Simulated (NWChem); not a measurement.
**B2PH5F− (SMILES BP[BH2-]F) at 5 levels**

We compute a comparison of 5 runs (HF/STO-3G, HF/3-21G, CAM-B3LYP/pcseg-1, B3LYP/6-31G*) of B2PH5F−. 

Program for the calculation: NWChem 7.3.0.

### Step 1. Starting point

The species is B2PH5F− (9 atoms), meant as a singlet with charge -1. As SMILES, `BP[BH2-]F`. The coordinates come from a GFN2-xTB relaxation. This is one conformer, not always the lowest.

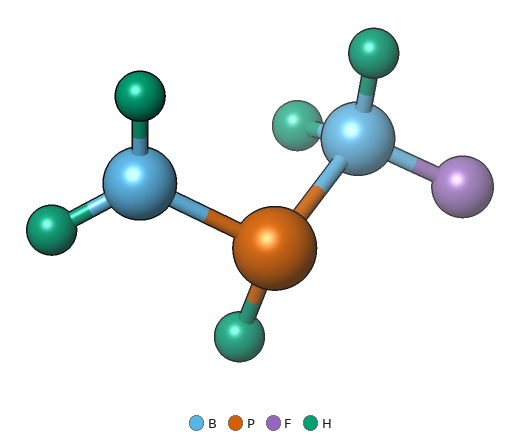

Viewed from a chosen angle; boron blue, phosphorus orange, fluorine purple, hydrogen teal.

### Step 2. Energy and forces at HF/STO-3G (run 1)

run.py reads:

```python
from ase import Atoms
from ase.calculators.nwchem import NWChem

mol = Atoms(['B', 'P', 'B', 'F', 'H', 'H', 'H', 'H', 'H'], positions=[
    [-0.169690, 1.612660, -0.545980],
    [0.923330, 0.350180, 0.150510],
    [-0.083310, -1.424890, 0.118010],
    [0.719370, -2.433460, 0.678060],
    [-0.440190, 2.603570, 0.036160],
    [-0.519680, 1.510580, -1.669710],
    [0.944830, 0.710150, 1.488410],
    [-0.298450, -1.653510, -1.043900],
    [-1.076200, -1.275280, 0.788440],
])

calc = NWChem(
    label='b2fh5p',
    theory='scf',
    memory='2200 mb',
    basis='STO-3G',
    basispar='spherical bse',
    charge=-1,
    scf={'nopen': '0', 'rhf': None, 'thresh': '1e-08', 'maxiter': '80'},
)
mol.calc = calc

forces = mol.get_forces()
print("Total energy (eV):", round(mol.get_potential_energy(), 6))
print("forces (eV/A):")
for s, f in zip(mol.symbols, forces):
    print(f"{s:2s} {f[0]:10.5f} {f[1]:10.5f} {f[2]:10.5f}")
print("dipole (e A):", mol.get_dipole_moment().round(4))
```

On the command line:

```bash
$ export ASE_NWCHEM_COMMAND="nwchem PREFIX.nwi > PREFIX.nwo"
$ python run.py
```

The program printed:

```text
Total energy (eV): -13239.458015
forces (eV/A):
B     0.32956   -0.27758    0.19474
P    -0.40063    0.02427   -0.17633
B     0.12619   -0.43076    0.17555
F    -0.19011    0.45848   -0.20250
H     0.05872   -0.38741   -0.55078
H     0.01476    0.27732    0.69780
H    -0.17941    0.07904   -0.15463
H    -0.21952    0.30545    0.75621
H     0.46043   -0.04880   -0.74012
dipole (e A): [-0.141   0.6963 -0.0441]
```

The calculator wrote b2fh5p.nwi:

```
title "b2fh5p"

permanent_dir b2fh5p

scratch_dir b2fh5p

start b2fh5p

geometry units angstrom nocenter noautosym noautoz
  B  -1.6969000000000001e-01 1.6126600000000000e+00 -5.4598000000000002e-01
  P  9.2332999999999998e-01 3.5017999999999999e-01 1.5051000000000000e-01
  B  -8.3309999999999995e-02 -1.4248900000000000e+00 1.1801000000000000e-01
  F  7.1936999999999995e-01 -2.4334600000000002e+00 6.7806000000000000e-01
  H  -4.4019000000000003e-01 2.6035699999999999e+00 3.6159999999999998e-02
  H  -5.1968000000000003e-01 1.5105800000000000e+00 -1.6697100000000000e+00
  H  9.4482999999999995e-01 7.1014999999999995e-01 1.4884100000000000e+00
  H  -2.9844999999999999e-01 -1.6535100000000000e+00 -1.0439000000000001e+00
  H  -1.0762000000000000e+00 -1.2752800000000000e+00 7.8844000000000003e-01
end

charge -1

memory 2200 mb

basis spherical bse noprint
   * library STO-3G
end

scf
  nopen 0
  rhf
  thresh 1e-08
  maxiter 80
end

task scf gradient
```

b2fh5p.nwo:

```text
Northwest Computational Chemistry Package (NWChem) 7.3.0
             --------------------------------------------------------

           Job information
           ---------------

    nwchem branch   = 7.3.0
    use scalapack   = T
    input           = b2fh5p.nwi
    prefix          = b2fh5p.
    data base       = b2fh5p/b2fh5p.db
    status          = startup
    nproc           =        1

           Memory information
           ------------------

    heap     =     72089594 doubles =      550.0 Mbytes
    stack    =     72089599 doubles =      550.0 Mbytes
    global   =    144179200 doubles =     1100.0 Mbytes (distinct from heap & stack)
    total    =    288358393 doubles =     2200.0 Mbytes
    verify   = yes
    hardfail = no

[... 138 lines left out ...]
 Convergence threshold     :          1.000E-08
[... 12 lines left out ...]
       Final RHF  results
[... 3 lines left out ...]
      One-electron energy =   -955.083561136897
[... 1 line left out ...]
 Nuclear repulsion energy =    134.528793864285
[... 37 lines left out ...]
                       ROHF Final Molecular Orbital Analysis
[... 202 lines left out ...]
                         RHF ENERGY GRADIENTS

    atom               coordinates                        gradient
                 x          y          z           x          y          z
   1 B      -0.320668   3.047486  -1.031753   -0.006409   0.005398  -0.003787
   2 P       1.744841   0.661744   0.284423    0.007791  -0.000472   0.003429
   3 B      -0.157433  -2.692652   0.223007   -0.002454   0.008377  -0.003414
[... 5 lines of this table left out ...]
   9 H      -2.033723  -2.409930   1.489936   -0.008954   0.000949   0.014393

                 ----------------------------------------
                 |  Time  |  1-e(secs)   |  2-e(secs)   |
                 ----------------------------------------
                 |  CPU   |       0.00   |       0.18   |
                 ----------------------------------------
                 |  WALL  |       0.00   |       0.18   |
                 ----------------------------------------

 Task  times  cpu:        1.1s     wall:        1.1s
 Total times  cpu:        1.1s     wall:        1.1s
```

It took 1.9 s on 1 thread of AMD EPYC 9R45 (Zen 5), shared host; peak memory 0.099 GiB.

### Step 3. Energy and gradient at HF/3-21G (run 2)

a.nw reads:

```
start a
memory 2200 mb
charge -1

geometry noautosym nocenter noautoz
 B    -0.169690    1.612660   -0.545980
 P     0.923330    0.350180    0.150510
 B    -0.083310   -1.424890    0.118010
 F     0.719370   -2.433460    0.678060
 H    -0.440190    2.603570    0.036160
 H    -0.519680    1.510580   -1.669710
 H     0.944830    0.710150    1.488410
 H    -0.298450   -1.653510   -1.043900
 H    -1.076200   -1.275280    0.788440
end

basis spherical bse
 * library 3-21G
end

scf
 thresh 1e-08
 maxiter 80
end

task scf gradient
```

On the command line:

```bash
$ nwchem a.nw > a.out
```

The program printed:

```text
[...]
  functions       =    50
[...]
  wavefunction    = RHF
[...]
         Total SCF energy =   -489.936453286839
      One-electron energy =   -953.525171641371
      Two-electron energy =    329.059924490247
 Nuclear repulsion energy =    134.528793864285
        Time for solution =      1.1s
[...]
                         RHF ENERGY GRADIENTS
    atom               coordinates                        gradient
                 x          y          z           x          y          z
   1 B      -0.320668   3.047486  -1.031753    0.002014  -0.012458   0.008787
   2 P       1.744841   0.661744   0.284423   -0.013719   0.002828   0.004287
   3 B      -0.157433  -2.692652   0.223007    0.010839   0.021238   0.003182
   4 F       1.359412  -4.598573   1.281348   -0.014753   0.013131  -0.009389
   5 H      -0.831838   4.920034   0.068332    0.003055  -0.008133  -0.002406
   6 H      -0.982053   2.854582  -3.155294    0.005717   0.000460   0.006161
   7 H       1.785470   1.341989   2.812687   -0.003539  -0.005955  -0.018987
   8 H      -0.563989  -3.124681  -1.972685    0.005294  -0.005584   0.007116
   9 H      -2.033723  -2.409930   1.489936    0.005092  -0.005528   0.001250
[...]
```

It took 1.9 s on 1 thread of AMD EPYC 9R45 (Zen 5), shared host; peak memory 0.099 GiB.

Runs 3 to 4 aren't shown in full; the table further down has their settings and results.

### Step 4. Energy and forces at B3LYP/6-31G(d) (Cartesian functions) (run 5)

run.py, as its differences from that of step 2:

```diff
@@ -17,8 +17,7 @@
     label='b2fh5p',
-    theory='scf',
+    theory='dft',
     memory='2200 mb',
-    basis='STO-3G',
-    basispar='spherical bse',
+    basis='6-31G*',
     charge=-1,
-    scf={'nopen': '0', 'rhf': None, 'thresh': '1e-08', 'maxiter': '80'},
+    dft={'xc': 'b3lyp', 'mult': '1', 'grid': 'xfine', 'convergence': 'energy 1e-08', 'iterations': '100', 'mulliken': None},
 )
@@ -27,3 +26,3 @@
 forces = mol.get_forces()
-print("Total energy (eV):", round(mol.get_potential_energy(), 6))
+print(f"energy = {mol.get_potential_energy():.6f} eV")
 print("forces (eV/A):")
```

On the command line:

```bash
$ export ASE_NWCHEM_COMMAND="nwchem PREFIX.nwi > PREFIX.nwo"
$ python run.py
```

The program printed:

```text
energy = -13441.774358 eV
forces (eV/A):
B     0.20265    0.23253   -0.12573
P     0.24544   -0.38947   -0.47879
B    -0.04247   -0.71667    0.00987
F     0.54883   -0.37420    0.31738
H    -0.17113    0.57973    0.21659
H    -0.30360   -0.04988   -0.50250
H     0.14810    0.36006    1.00304
H    -0.25104    0.15056   -0.53227
H    -0.37677    0.20728    0.09251
dipole (e A): [-0.2662  0.5437 -0.0022]
```

The calculator wrote b2fh5p.nwi:

```
title "b2fh5p"

permanent_dir b2fh5p

scratch_dir b2fh5p

start b2fh5p

geometry units angstrom nocenter noautosym noautoz
  B  -1.6969000000000001e-01 1.6126600000000000e+00 -5.4598000000000002e-01
  P  9.2332999999999998e-01 3.5017999999999999e-01 1.5051000000000000e-01
  B  -8.3309999999999995e-02 -1.4248900000000000e+00 1.1801000000000000e-01
  F  7.1936999999999995e-01 -2.4334600000000002e+00 6.7806000000000000e-01
  H  -4.4019000000000003e-01 2.6035699999999999e+00 3.6159999999999998e-02
  H  -5.1968000000000003e-01 1.5105800000000000e+00 -1.6697100000000000e+00
  H  9.4482999999999995e-01 7.1014999999999995e-01 1.4884100000000000e+00
  H  -2.9844999999999999e-01 -1.6535100000000000e+00 -1.0439000000000001e+00
  H  -1.0762000000000000e+00 -1.2752800000000000e+00 7.8844000000000003e-01
end

charge -1

memory 2200 mb

basis noprint
   * library 6-31G*
end

dft
  xc b3lyp
  mult 1
  grid xfine
  convergence energy 1e-08
  iterations 100
  mulliken
end

task dft gradient
```

b2fh5p.nwo:

```text
Northwest Computational Chemistry Package (NWChem) 7.3.0
             --------------------------------------------------------

           Job information
           ---------------

    nwchem branch   = 7.3.0
    use scalapack   = T
    input           = b2fh5p.nwi
    prefix          = b2fh5p.
    data base       = b2fh5p/b2fh5p.db
    status          = startup
    nproc           =        1

           Memory information
           ------------------

    heap     =     72089594 doubles =      550.0 Mbytes
    stack    =     72089599 doubles =      550.0 Mbytes
    global   =    144179200 doubles =     1100.0 Mbytes (distinct from heap & stack)
    total    =    288358393 doubles =     2200.0 Mbytes
    verify   = yes
    hardfail = no

[... 107 lines left out ...]
  convergence criterion.
[... 41 lines left out ...]
          Spatial weights used:  Erf1
[... 81 lines left out ...]
         Total DFT energy =     -493.976100510790
[... 3 lines left out ...]
 Nuclear repulsion energy =      134.528793864285
[... 587 lines left out ...]
          Convergence on gradient requested:  5.00D-04
[... 28 lines left out ...]
          total energy or number of iterations.
[... 26 lines left out ...]
                         DFT ENERGY GRADIENTS

    atom               coordinates                        gradient
                 x          y          z           x          y          z
   1 B      -0.320668   3.047486  -1.031753   -0.003941  -0.004522   0.002445
   2 P       1.744841   0.661744   0.284423   -0.004773   0.007574   0.009311
   3 B      -0.157433  -2.692652   0.223007    0.000826   0.013937  -0.000192
[... 5 lines of this table left out ...]
   9 H      -2.033723  -2.409930   1.489936    0.007327  -0.004031  -0.001799

                 ----------------------------------------
                 |  Time  |  1-e(secs)   |  2-e(secs)   |
                 ----------------------------------------
                 |  CPU   |       0.00   |       1.45   |
                 ----------------------------------------
                 |  WALL  |       0.00   |       1.45   |
                 ----------------------------------------

 Task  times  cpu:       17.9s     wall:       17.9s
 Total times  cpu:       17.9s     wall:       17.9s
```

Run time: 19 s. Hardware: 1 thread of AMD EPYC 9R45 (Zen 5), shared host; peak memory 0.15 GiB.

### Step 5. All runs side by side

| run | level | iteration cap | module | energy (Eh) | HOMO energy (eV) | LUMO energy (eV) | HOMO–LUMO gap (eV) | wall time |
| --- | --- | --- | --- | --- | --- | --- | --- | --- |
| 1 | HF/STO-3G | 80 | scf | -486.541112 | -0.21 | 12.52 | 12.73 | 1.9 s |
| 2 | HF/3-21G | 80 | scf | -489.936453 | -3.82 | 7.03 | 10.86 | 1.9 s |
| 3 | CAM-B3LYP/pcseg-1 | 100 | dft | -493.881722 | – | – | – | 38 s |
| 4 | B3LYP/6-31G* (spherical functions) | 100 | dft | -493.971370 | -1.13 | 3.66 | 4.80 | 17 s |
| 5 | B3LYP/6-31G* (Cartesian functions) | 100 | dft | -493.976101 | -1.13 | 3.66 | 4.80 | 19 s |

### Step 6. Outcome

```
                                                    quantity          value
                                         run 5: total energy  -493.97610 Eh
                                          run 5: HOMO energy       -1.13 eV
                                          run 5: LUMO energy        3.66 eV
run 5: HOMO–LUMO gap (to an unbound level, set by the basis)        4.80 eV
                             run 5: largest force on an atom     1.076 eV/Å
```

Over runs 1, 2, 4, 5 the HOMO–LUMO gap runs from 4.80 eV (B3LYP/6-31G*) to 12.73 eV (HF/STO-3G). The two ends differ in method and basis. The empty levels of an anion lie above zero and hang on the basis. Totals of different functionals can't be ranked against each other. In run 1 the basis is minimal, so the values are rough. All runs together took 78 s, the longest 38 s.
